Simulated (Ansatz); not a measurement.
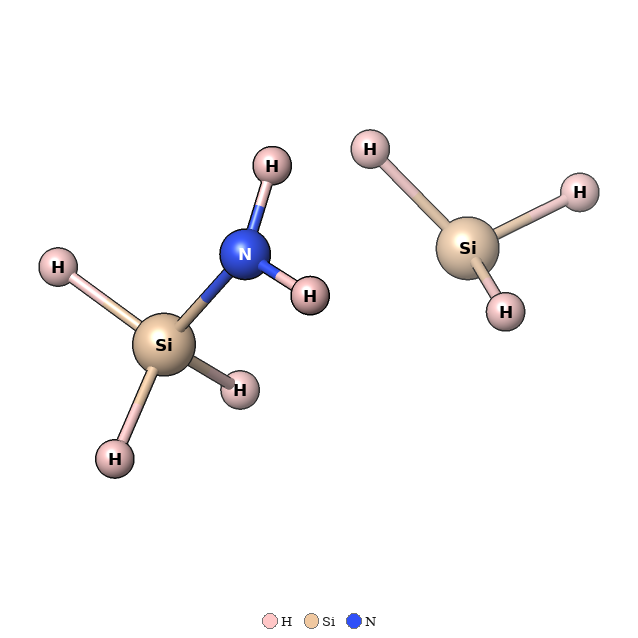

Depth is shown by fading: the farther an atom, the more it takes the colour of the background. Charge 0, doublet. The geometry was computed by an optimisation with PBE0-D4/def2-TZVP.

Q: List the symmetry elements and name the point group.

A: It has no symmetry element but the identity, so the point group is C1. The group has 1 operation. The geometry is chiral, and symmetry allows a dipole moment.
